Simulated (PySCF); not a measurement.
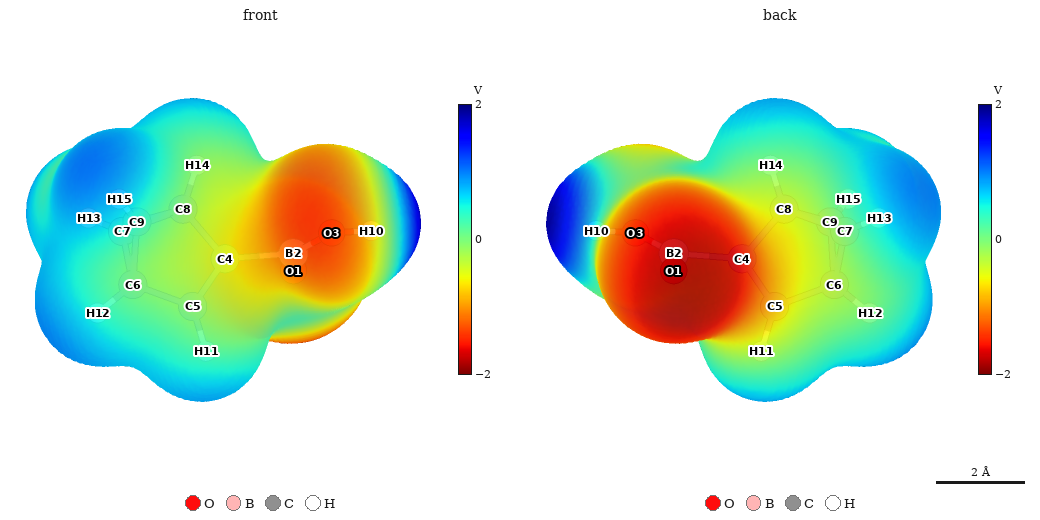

*C6H6BO2 (doublet). The electrostatic potential painted on the density surface at 0.001 e/bohr³, seen from the front and from behind; the colour scale runs from red (negative) to blue (positive).*

Geometry: GFN2-xTB.

Computed with PySCF 2.14.0, density-fitted response routines, UKS B3LYP, pcH-1 on B C H O, non-relativistic, mean-field spin-orbit, GIAO.

```xyz
15

O     1.9195    0.7393   -2.1420
B     2.0259   -0.0261   -1.1311
O     2.9991   -0.6763   -0.4439
C     0.4972   -0.1292   -0.6054
C    -0.5474   -0.8018   -1.1222
C    -1.6985   -0.4663   -0.2547
C    -1.5416    0.9608    0.2338
C    -0.0693    0.6989    0.4932
C    -1.1741   -0.1129    1.1358
H     3.8741   -0.5569   -0.8126
H    -0.5739   -1.4717   -1.9576
H    -2.6697   -0.9166   -0.3888
H    -2.1807    1.8165    0.2731
H     0.5398    1.3794    1.0647
H    -1.4048   -0.4291    2.1300
```

> Where is the surface potential most negative and most positive?

The most negative region (about −1.8 V) lies over O1, the most positive (about +1.8 V) over H10. O1 is the likeliest acceptor of a hydrogen bond.
